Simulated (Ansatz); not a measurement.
Base system: AlN in the wurtzite structure (space group P6_3mc, No. 186; a = 3.1138 Å, c = 4.9833 Å). Axes: x lies along a and z along c of the hexagonal cell.

Now apply this change: compressive biaxial strain of 1.80 % in the plane normal to [001], as in epitaxy on a mismatched substrate; the out-of-plane cell vector and the atoms relax.

Level of theory: PBEsol, PAW, 420 eV (Ansatz, a quantum-chemistry and plane-wave program; without spin-orbit coupling).

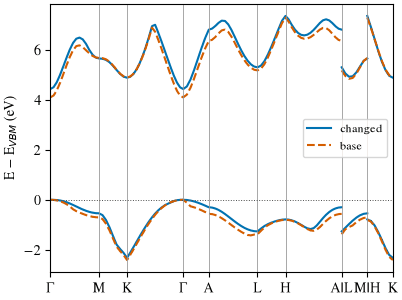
Fig. 1. Highest valence and lowest conduction band along the path, each from its own valence-band maximum

The gap is 4.43 eV, direct at Γ; the base has 4.09 eV.

Gaps are read on the SCF mesh and a high-symmetry path. Stability against distortions was not tested.
